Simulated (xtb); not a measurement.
## Run report: CH3BS, calculation of the molecule and its ions

The run: calculation of the molecule and its ions of CH3BS, SMILES B1CS1. Method and program: GFN2-xTB (xtb 6.7.1 later snapshot).

The geometry was optimised with GFN2-xTB.

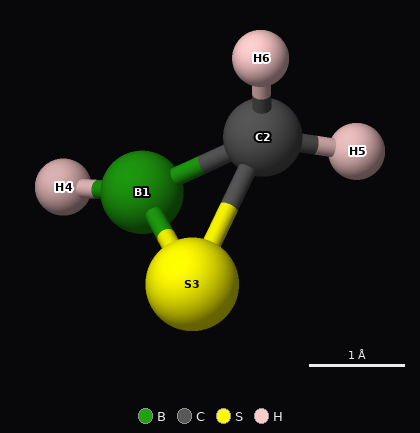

*The structure (ball-and-stick view, seen at a tilt; atoms are numbered from 1 in the order of the input).*

Bond lengths as drawn: B–C 1.54 Å, B–H 1.15 Å, B–S 1.72 Å, C–H 1.08 Å and C–S 1.85 Å.

The input (struc.xyz):
```
6
start
B     -0.50341    -0.71722    -0.24112
C      0.20561     0.60861     0.07688
S      0.96215    -0.98877     0.62600
H     -1.38581    -1.28637    -0.71409
H      0.81002     1.13797    -0.65002
H     -0.08856     1.24578     0.90236
```

File detailed.inp:
```
$chrg 0
$spin 0
$end
```

Hardware: 1 thread of Arm Neoverse V1, 24 GiB of memory available, shared host.

Launch command:
```bash
xtb struc.xyz --acc 30 --input detailed.inp --gfn 2 --vipea | tee struc.out
```

Log:
```
* xtb version 6.7.1
   ID    Z sym.   atoms
    1    5 B      1
    2    6 C      2
    3   16 S      3
    4    1 H      4-6

           -------------------------------------------------
          |                Calculation Setup                |
           -------------------------------------------------

          program call               : xtb struc.xyz --acc 30 --input detailed.inp --gfn 2 --vipea
          coordinate file            : struc.xyz
          omp threads                :                     1

           -------------------------------------------------
          |                 G F N 2 - x T B                 |
           -------------------------------------------------

      * Hamiltonian:
        H0-scaling (s, p, d)           1.850000    2.230000    2.230000
        zeta-weighting                 0.500000
      * Dispersion:
        s8                             2.700000
        a1                             0.520000
        a2                             5.000000
        s9                             5.000000
      * Repulsion:
        kExp                           1.500000    1.000000
        rExp                           1.000000
      * Coulomb:
        alpha                          2.000000
        third order                    shell-resolved
        anisotropic                    true
        a3                             3.000000
        a5                             4.000000
        cn-shift                       1.200000
        cn-exp                         4.000000
        max-rad                        5.000000

          ...................................................
          :                      SETUP                      :
          :.................................................:
          :  # basis functions                  21          :
          :  # atomic orbitals                  20          :
          :  # shells                           10          :
          :  # electrons                        16          :
          :  max. iterations                   250          :
          :  Hamiltonian                  GFN2-xTB          :
          :  restarted?                      false          :
          :  GBSA solvation                  false          :
          :  PC potential                    false          :
          :  electronic temp.          300.0000000     K    :
          :  accuracy                   30.0000000          :
          :  -> integral cutoff          0.2000000E+02      :
          :  -> integral neglect         0.3000000E-06      :
          :  -> SCF convergence          0.3000000E-04 Eh   :
          :  -> wf. convergence          0.3000000E-02 e    :
          :  Broyden damping             0.4000000          :
          :  net charge                          0          :
          :  unpaired electrons                  0          :
          ...................................................

 iter      E             dE          RMSdq      gap      omega  full diag
   1     -8.0094510 -0.800945E+01  0.982E+00    5.37       0.0  T
   2     -8.0524871 -0.430361E-01  0.813E+00    2.67       1.0  T
   3     -8.1713546 -0.118868E+00  0.486E+00    4.48       1.0  T
   4     -8.2116457 -0.402911E-01  0.151E+00    3.67       1.0  T
   5     -8.1845256  0.271201E-01  0.206E+00    4.37       1.0  T
   6     -8.2151321 -0.306065E-01  0.445E-01    3.85       1.0  T
   7     -8.2157013 -0.569211E-03  0.209E-01    3.79       1.0  T
   8     -8.2158255 -0.124260E-03  0.461E-02    3.75       1.0  T
   9     -8.2158271 -0.159105E-05  0.153E-02    3.75       2.7  T
  10     -8.2158276 -0.435835E-06  0.428E-03    3.75       9.5  T

   *** convergence criteria satisfied after 10 iterations ***

         #    Occupation            Energy/Eh            Energy/eV
      -------------------------------------------------------------
         1        2.0000           -0.7088435             -19.2886
         2        2.0000           -0.5937289             -16.1562
         3        2.0000           -0.5202103             -14.1556
         4        2.0000           -0.5023103             -13.6686
         5        2.0000           -0.4876209             -13.2688
         6        2.0000           -0.4289680             -11.6728
         7        2.0000           -0.4147755             -11.2866
         8        2.0000           -0.3885560             -10.5731 (HOMO)
         9                         -0.2507835              -6.8242 (LUMO)
        10                         -0.2024851              -5.5099
        11                         -0.0789566              -2.1485
        12                          0.0065700               0.1788
        13                          0.0069338               0.1887
       ...                                ...                  ...
        20                          0.8417680              22.9057
      -------------------------------------------------------------
                  HL-Gap            0.1377725 Eh            3.7490 eV
             Fermi-level           -0.3196697 Eh           -8.6987 eV

 SCC (total)                   0 d,  0 h,  0 min,  0.002 sec
 SCC setup                      ...        0 min,  0.000 sec (  2.269%)
 Dispersion                     ...        0 min,  0.000 sec (  1.110%)
 classical contributions        ...        0 min,  0.000 sec (  0.227%)
 integral evaluation            ...        0 min,  0.000 sec ( 13.405%)
 iterations                     ...        0 min,  0.001 sec ( 56.053%)
 molecular gradient             ...        0 min,  0.001 sec ( 22.272%)
 printout                       ...        0 min,  0.000 sec (  4.152%)

         :::::::::::::::::::::::::::::::::::::::::::::::::::::
         ::                     SUMMARY                     ::
         :::::::::::::::::::::::::::::::::::::::::::::::::::::
         :: total energy              -8.128564639184 Eh    ::
         :: gradient norm              0.000108487717 Eh/a0 ::
         :: HOMO-LUMO gap              3.748980567110 eV    ::
         ::.................................................::
         :: SCC energy                -8.215827339909 Eh    ::
         :: -> isotropic ES            0.024542858285 Eh    ::
         :: -> anisotropic ES          0.000321573166 Eh    ::
         :: -> anisotropic XC          0.004305015316 Eh    ::
         :: -> dispersion             -0.002413215236 Eh    ::
         :: repulsion energy           0.087262700724 Eh    ::
         :: add. restraining           0.000000000000 Eh    ::
         :: total charge              -0.000000000000 e     ::
         :::::::::::::::::::::::::::::::::::::::::::::::::::::

           -------------------------------------------------
          |        vertical delta SCC IP calculation        |
           -------------------------------------------------

 iter      E             dE          RMSdq      gap      omega  full diag
   1     -7.6810656 -0.768107E+01  0.569E+00    3.75       0.0  T
   2     -7.6957557 -0.146902E-01  0.288E+00    3.70       1.0  T
   3     -7.6948360  0.919727E-03  0.114E+00    4.16       1.0  T
   4     -7.6974568 -0.262075E-02  0.753E-01    3.80       1.0  T
   5     -7.6987016 -0.124485E-02  0.323E-01    3.89       1.0  T
   6     -7.6987474 -0.458047E-04  0.155E-01    3.92       1.0  T
   7     -7.6987612 -0.137799E-04  0.498E-02    3.90       1.0  T
   8     -7.6987639 -0.268586E-05  0.133E-02    3.90       3.1  T
   9     -7.6987641 -0.245844E-06  0.317E-03    3.90      12.9  T
     SCC iter.                  ...        0 min,  0.001 sec
     gradient                   ...        0 min,  0.000 sec
------------------------------------------------------------------------
empirical IP shift (eV):    4.8455
delta SCC IP (eV):    9.2245
------------------------------------------------------------------------
           -------------------------------------------------
          |        vertical delta SCC EA calculation        |
           -------------------------------------------------

 iter      E             dE          RMSdq      gap      omega  full diag
   1     -8.1816577 -0.818166E+01  0.914E+00    1.61       0.0  T
   2     -8.0843154  0.973423E-01  0.699E+00    0.77       1.0  T
   3     -8.2426230 -0.158308E+00  0.559E+00    1.49       1.0  T
   4     -8.3055275 -0.629045E-01  0.371E+00    0.55       1.0  T
   5     -8.3059599 -0.432396E-03  0.251E+00    0.48       1.0  T
   6     -8.3046921  0.126782E-02  0.249E+00    0.00       1.0  T
   7     -8.3175622 -0.128701E-01  0.110E+00    0.14       1.0  T
   8     -8.3186281 -0.106588E-02  0.620E-01    0.12       1.0  T
   9     -8.3188517 -0.223594E-03  0.495E-01    0.11       1.0  T
  10     -8.3194245 -0.572828E-03  0.100E-01    0.09       1.0  T
  11     -8.3194421 -0.176266E-04  0.423E-02    0.09       1.0  T
  12     -8.3194462 -0.404043E-05  0.431E-03    0.08       9.5  T
  13     -8.3194462 -0.984677E-08  0.336E-03    0.08      12.1  T
     SCC iter.                  ...        0 min,  0.001 sec
     gradient                   ...        0 min,  0.000 sec
------------------------------------------------------------------------
empirical EA shift (eV):    4.8455
delta SCC EA (eV):   -2.0259
------------------------------------------------------------------------
           -------------------------------------------------
          |                Property Printout                |
           -------------------------------------------------

    * Orbital Energies and Occupations

         #    Occupation            Energy/Eh            Energy/eV
      -------------------------------------------------------------
         1        2.0000           -0.4536047             -12.3432
         2        2.0000           -0.3583701              -9.7517
         3        2.0000           -0.2736493              -7.4464
         4        2.0000           -0.2697026              -7.3390
         5        2.0000           -0.2358952              -6.4190
         6        2.0000           -0.1771532              -4.8206
         7        2.0000           -0.1475012              -4.0137
         8        2.0000           -0.1346671              -3.6645
         9        0.8347            0.0376526               1.0246 (HOMO)
        10        0.1653            0.0407288               1.1083 (LUMO)
        11                          0.1691155               4.6019
        12                          0.2366849               6.4405
        13                          0.2373510               6.4586
        14                          0.2847916               7.7496
        15                          0.2912783               7.9261
        16                          0.4308770              11.7248
        17                          0.4759064              12.9501
        18                          0.5110639              13.9068
        19                          0.6122608              16.6605
        20                          1.1141993              30.3189
      -------------------------------------------------------------
                  HL-Gap            0.0030762 Eh            0.0837 eV
             Fermi-level           -0.0046583 Eh           -0.1268 eV

     #   Z          covCN         q      C6AA      α(0)
     1   5          2.749     0.148    19.113     7.317
     2   6          3.719    -0.064    21.848     6.676
     3  16          1.868    -0.679   172.699    22.119
     4   1          0.944    -0.232    13.507     5.745
     5   1          0.925    -0.087     5.120     3.538
     6   1          0.925    -0.087     5.116     3.537

 Mol. C6AA /au·bohr⁶  :        920.362773
 Mol. C8AA /au·bohr⁸  :      29910.627126
 Mol. α(0) /au        :         48.933203

Wiberg/Mayer (AO) data.
largest (>0.10) Wiberg bond orders for each atom

 ---------------------------------------------------------------------------
     #   Z sym  total        # sym  WBO       # sym  WBO       # sym  WBO
 ---------------------------------------------------------------------------
     1   5      2.863 --     3      0.986     2      0.932     4      0.927
     2   6      3.741 --     6      0.969     5      0.968     1      0.932
                             3      0.863
     3  16      1.875 --     1      0.986     2      0.863
     4   1      0.945 --     1      0.927
     5   1      0.987 --     2      0.968
     6   1      0.987 --     2      0.969
 ---------------------------------------------------------------------------

Topologies differ in total number of bonds
Writing topology from bond orders to xtbtopo.mol

molecular dipole:
                 x           y           z       tot (Debye)
 q only:       -0.911       1.167      -0.608
   full:       -1.112       1.657      -0.760       5.427
molecular quadrupole (traceless):
                xx          xy          yy          xz          yz          zz
 q only:       -0.834       1.113      -1.614      -3.044       1.054       2.448
  q+dip:       -1.786       4.402      -1.451      -5.020       3.095       3.237
   full:       -1.895       3.711      -1.082      -4.790       2.641       2.978

           -------------------------------------------------
          | TOTAL ENERGY               -8.232183249863 Eh   |
          | GRADIENT NORM               0.083358363657 Eh/α |
          | HOMO-LUMO GAP               0.083707858752 eV   |
           -------------------------------------------------

------------------------------------------------------------------------
------------------------------------------------------------------------
 total:
 *  cpu-time:     0 d,  0 h,  0 min,  0.013 sec
 * ratio c/w:     1.000 speedup
 SCF:
 *  cpu-time:     0 d,  0 h,  0 min,  0.006 sec
 * ratio c/w:     1.000 speedup
```

Standard error:
```
normal termination of xtb
```

Summary:

```tsv
quantity	value
outcome	converged
electrons treated	16
total energy	−8.128565 hartree
dispersion energy	−0.002413 hartree
basis functions	21
peak memory	0.072 GiB
```

Notes:

Settings chosen away from the usual ones: method = gfn2-xtb; task = vipea; x = {"accuracy": 30}; geo = {"prev": "A"}. These settings are looser than, or depart from, a standard set-up, so the numbers are not reference values for this system.
